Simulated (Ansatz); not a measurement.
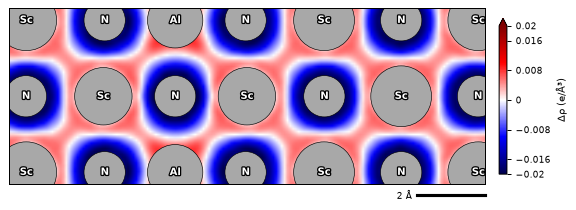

Sc₅AlN₆. Difference of the valence pseudo-densities of two functionals at the same geometry, on the (11̄0) plane of the calculation cell: one of PBE and r2SCAN less the other.

Space group P4/mmm; a structure generated by program, which may or may not match a known phase.

Both computed with Ansatz (plane waves, PAW), on the same k-point mesh. Grey discs cover the atomic cores.

> Which was subtracted from which, and what does the map show?

It is PBE less r2SCAN. Against r2SCAN, PBE gives more density around Al (+0.005 e/Å³ on average at 1.0 Å from the nucleus), less density around N (−0.016 e/Å³ on average at 0.8 Å from the nucleus) and a change of −0.007 e/Å³ at the midpoint of Al–N.
